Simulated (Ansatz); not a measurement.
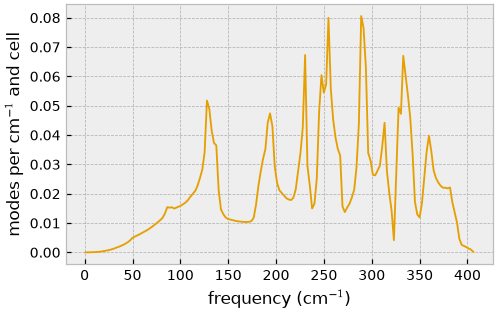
Fig. 1. Phonon density of states of TiS$_{2}$ (CdI2 type, space group No. 164), 3 atoms a cell, plane-wave PAW LDA (Ansatz code)

Task: Estimate the mean frequency and the zero-point energy.

Result: The mean is about 240 cm⁻¹, and (3/2)ħ⟨ω⟩ gives 45.1 meV/atom.

Task: What share of the Dulong–Petit heat capacity is reached at 100 K and at 300 K?

Result: 43 % and 88 %.

Space group P-3m1 (CdI2 type). The LDA relaxation kept the symmetry of its start; phonons on a q-mesh show no instability. The run is not spin-polarised. A crystal of weakly bound layers computed without a dispersion correction: the cell and the soft elastic constants depend strongly on that. As this level gives no gap, phonon frequencies hold no LO–TO term and depend on the k-mesh and smearing (Fermi–Dirac, 0.1 eV here).

Potentials: the later of the program's two PAW sets.
